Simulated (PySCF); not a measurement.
**P²⁺: atomic calculation**

System: P²⁺, configuration 1s2 2s2 2p6 3s2 3p1, multiplicity 2.
Method: unrestricted PBE0, dyall-av2z, non-relativistic, point nucleus (PySCF).

### Input
```python
from pyscf import gto, scf, dft, mp, cc
import basis_set_exchange as bse
mol = gto.M(atom="P 0 0 0", charge=2, spin=1, symmetry="D2h",
            basis=gto.basis.parse(bse.get_basis("dyall-av2z", elements=["P"], fmt="nwchem")))
mf = dft.UKS(mol, xc="PBE0")
mf.irrep_nelec = {'Ag': (3, 3), 'B1u': (1, 1), 'B2u': (2, 1), 'B3u': (1, 1)}
mf.kernel()
```

The script is an equivalent of what the driver set up; the driver started from orbitals of its own, so the log can be shorter than this script's would be, and it computed the properties (radii, ⟨L²⟩, response) afterwards. It held the occupations shell by shell, which the script's counts by irreducible representation don't always enforce.

Hardware: 1 CPU thread, shared host.

### Log (extracts)
```
damping factor = 0
level_shift factor = 0
DIIS = <class 'pyscf.scf.diis.CDIIS'>
diis_start_cycle = 1
diis_space = 10
diis_damp = 0
SCF conv_tol = 1e-09
SCF conv_tol_grad = None
number electrons alpha = 7  beta = 6
XC functionals = PBE0
    C. Adamo and V. Barone.,  J. Chem. Phys. 110, 6158 (1999)
    M. Ernzerhof and G. E. Scuseria.,  J. Chem. Phys. 110, 5029 (1999)
cycle= 1 E= -340.020935101425  delta_E= -0.00611  |g|= 0.0127  |ddm|= 0.0955
cycle= 2 E= -340.021020002625  delta_E= -8.49e-05  |g|= 0.00295  |ddm|= 0.0118
cycle= 3 E= -340.021023877391  delta_E= -3.87e-06  |g|= 0.000935  |ddm|= 0.00251
cycle= 4 E= -340.021024132471  delta_E= -2.55e-07  |g|= 7.03e-05  |ddm|= 0.000674
cycle= 5 E= -340.021024135817  delta_E= -3.35e-09  |g|= 1.13e-06  |ddm|= 9.9e-05
cycle= 6 E= -340.021024135818  delta_E= -1.08e-12  |g|= 1.92e-07  |ddm|= 3.06e-06
converged SCF energy = -340.021024135818  <S^2> = 0.75424093  2S+1 = 2.0042364
```

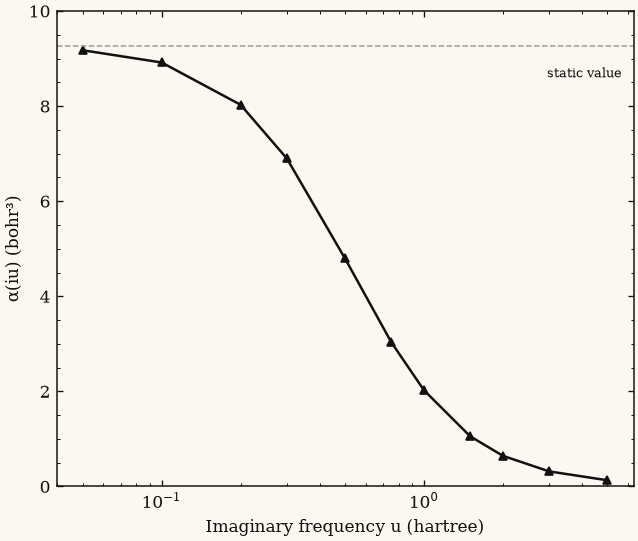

*Dipole polarisability at imaginary frequency of P²⁺ ([Ne] 3s² 3p). Coupled response at the PBE0 level; PySCF, dyall-av2z, non-relativistic, unrestricted single determinants, no spin-orbit coupling.*

The static dipole polarisability is 9.26 bohr³; α(iu) falls to half of it near u = 0.52 hartree. The Casimir–Polder integral gives C₆ = 33.5 hartree bohr⁶ for two such species.

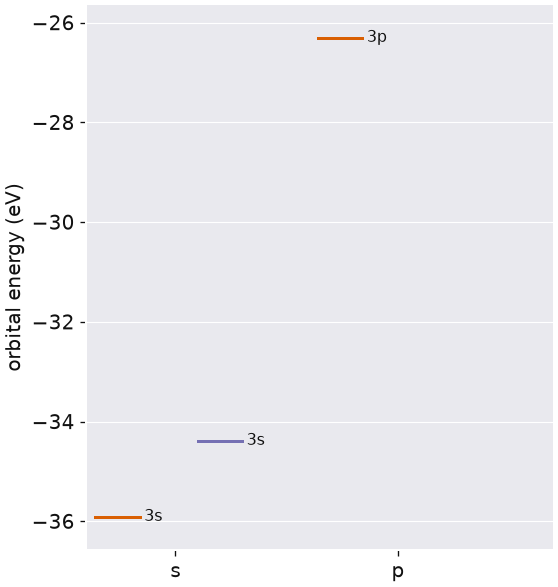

*Orbital energies of the mean field, from the top down to −35.9 eV, by angular momentum, α spin at the left of each column and β at the right; ×n counts the orbitals under one label.*

The highest filled orbital is 3p α at −26.3 eV, the lowest empty one p α at −23.2 eV.

### Key numbers

- outcome: converged
- total energy: −340.021024 hartree
- kinetic energy: 339.609625 hartree
- ⟨S²⟩: 0.754
- ⟨L²⟩: 2.01
- static polarisability: 9.26 bohr³
- C₆ of the like pair: 33.5 hartree bohr⁶
- SCF iterations: 6
- CPU time: 5.9 s (integrals apart)
